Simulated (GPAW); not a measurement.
Band structure of Cr3SnN (Pm-3m, 5 atoms in the cell).

```xyz
5
Lattice="3.9369 0.0000 0.0000 0.0000 3.9369 0.0000 0.0000 0.0000 3.9369" Properties=species:S:1:pos:R:3 pbc="T T T"
Cr     1.9684     0.0000     1.9684
Cr     0.0000     1.9684     1.9684
Cr     1.9684     1.9684     0.0000
Sn     0.0000     0.0000     0.0000
N      1.9684     1.9684     1.9684
```
Moments meant for the start (each program seeds them in its own way; μB, in the order of the atoms Cr Cr Cr Sn N): 3.0 3.0 3.0 0.0 0.0.

Computed with PBEsol, GPAW PAW datasets PBEsol (made by gpaw-setup) (plane waves; GPAW 25.7.0).

Settings: spinpol = true; mode = pw; ecut = 950 eV; xc = PBEsol; kpts = 7 7 7; mesh shift (steps) = 0 0 0; occupations.name = methfessel-paxton; occupations.width = 0.1 eV; occupations.order = 0; nbands = -13; convergence.density = 1e-05 e/electron; symmetry.symmorphic = false; symmetry.tolerance = 0.0005; maxiter = 150.

The starting cell comes from a database of computed structures (which also holds hypothetical and non-ambient phases and stackings), without a prior relaxation at this level. The starting moments vanished: the run ended non-magnetic, which need not be the lowest state.

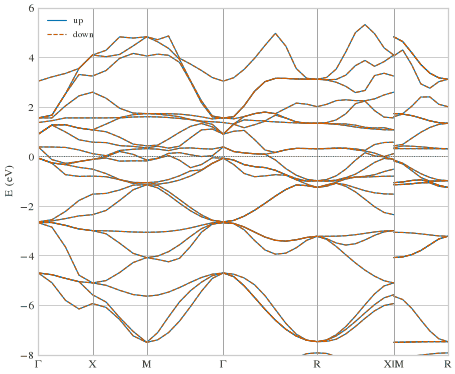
Bands along the path, energies from the Fermi level.

Levels in eV from the Fermi level, bands 16 to 23 of the first spin channel:
```
point     16     17     18     19    20    21    22    23
-----  -----  -----  -----  -----  ----  ----  ----  ----
Γ      -0.07  -0.07  -0.07   0.38  0.38  0.90  0.90  0.90
X      -0.80  -0.52  -0.12  -0.12  0.11  0.57  1.07  1.07
M      -1.06  -1.06  -0.18  -0.15  0.31  0.34  0.42  1.60
R      -1.25  -0.98  -0.98  -0.98  0.31  0.31  1.34  1.34
```

Bands cross the Fermi level along this path, so the cell is metallic at this level.

The net moment of the cell came out as 0.00 μB.
